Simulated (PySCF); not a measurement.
**C₂H₈N₂Si (SMILES C/C=N/[SiH2]N): density, localisation and related maps**

The calculation's input:

```
{"job": {"kind": "nmr", "xc": "PBE0", "basis": "pcSseg-1"}, "charge": 0, "multiplicity": 1}
C      2.438593     0.171616    -0.088562
C      1.122317    -0.464713     0.204350
N      0.063682    -0.079053    -0.334282
Si    -1.601611    -0.524017    -0.243523
N     -2.564065     0.845313     0.181346
H      3.120526    -0.572720    -0.497676
H      2.877672     0.550494     0.833483
H      2.316372     0.984931    -0.797925
H      1.166917    -1.295298     0.925569
H     -1.932899    -0.889467    -1.616316
H     -1.955094    -1.545424     0.746939
H     -2.499637     1.193373     1.125067
H     -2.557162     1.625452    -0.456198
```

Run with:

```sh
OMP_NUM_THREADS=1 python probes_run.py task.json out
```

Geometry: GFN2-xTB.

Level of theory: PBE0/pcSseg-1, SCF density, gas phase, non-relativistic in PySCF 2.14.0.

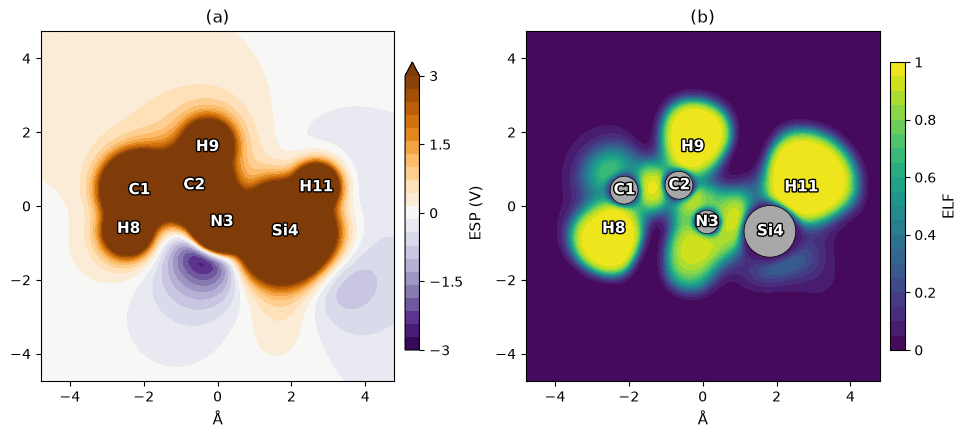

Figure 1. (a) electrostatic potential; (b) ELF on the plane of atoms N3, C2 and H9. Grey discs cover the atomic cores in the ELF map.

> Read the bonding off the picture.

The section cuts through C, N, Si and H sites.
C–N (1.25 Å): the ELF peaks at about 0.90 between the atoms; a multiple bond.
C–C (1.49 Å): the ELF peaks at about 0.95 between the atoms; localised, covalent bonding.
Si–N (1.73 Å): the ELF peaks at about 0.90 between the atoms, as expected for a shared but strongly polarised pair.
C–H (1.09 Å): the ELF climbs to about 1 towards the hydrogen, as it does in any bond to H: an ordinary covalent bond to hydrogen.
Si–H (1.47 Å): the ELF climbs to about 1 towards the hydrogen.
The ELF also peaks beside N3, away from the bonds: lone-pair regions.
Outside the dense part of the molecule the potential is most negative (−2.5 V) near N3.

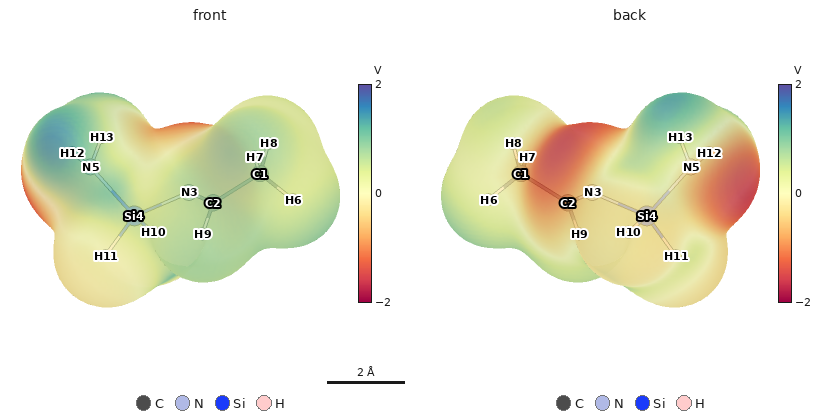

Figure 2. The electrostatic potential painted on the density surface at 0.002 e/bohr³, seen from the front and from behind; red is negative and blue positive.

> Where is the surface potential most negative and most positive?

The most negative region (about −1.6 V) lies over N5, the most positive (about +1.5 V) over H12. N5 is the likeliest acceptor of a hydrogen bond.

> How polar is the molecule by this calculation?

Its dipole moment is 2.16 D.
